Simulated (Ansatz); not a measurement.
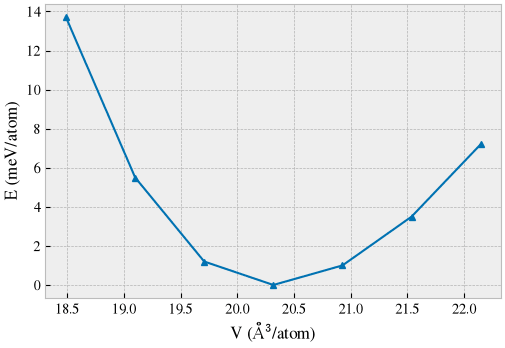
Fig. 1. PbO in space group P4/nmm (No. 129; Pb on 2c, O on 2a) under volume change, plane-wave PAW r²SCAN+D4 (Ansatz code), shape and atoms relaxed at each volume.

Question: What does a third-order Birch–Murnaghan fit give for V₀, B₀ and B′?

Answer: V₀ = 20.33 Å³/atom, B₀ = 19.3 GPa, B′ = 9.9.

The r²SCAN+D4 relaxation kept the symmetry of its start; of distortions, only those at the zone centre were tested. Scalar-relativistic: spin–orbit coupling is off unless named, which matters more the heavier the elements.

Potentials: the later of the program's two PAW sets.
